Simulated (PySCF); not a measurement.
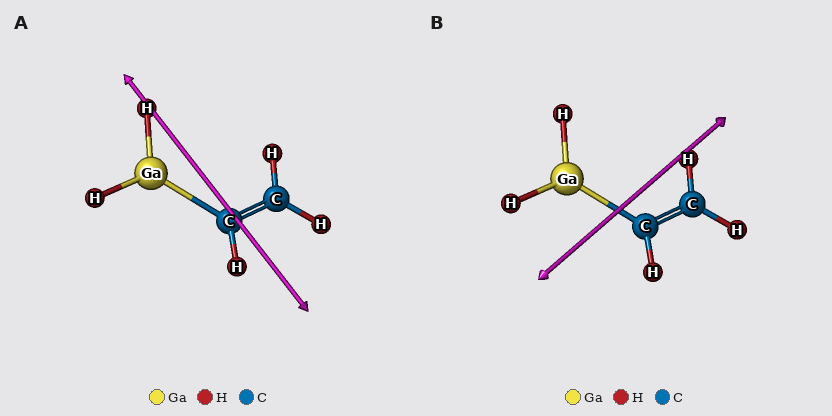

The double arrows show the directions of two transition dipoles from the ground state (lengths mean nothing). Computed geometry: PBE0-D3(BJ)/def2-SVP optimisation. No frequency run is at hand to confirm it as a minimum. Method: TDDFT CAM-B3LYP/def2-SVPD, vertical, gas phase, core orbitals frozen in the response (PySCF 2.14.0).

One belongs to singlet state 9 and one to singlet state 13. Which is which?

A: state 13, 8.53 eV (145 nm), oscillator strength 0.095, of mixed character, with the largest part HOMO → LUMO+4 (weight 0.44); polarised in the molecular plane.
B: state 9, 8.12 eV (153 nm), oscillator strength 0.29, mainly HOMO−2 → LUMO+1 (weight 0.85); polarised in the molecular plane.
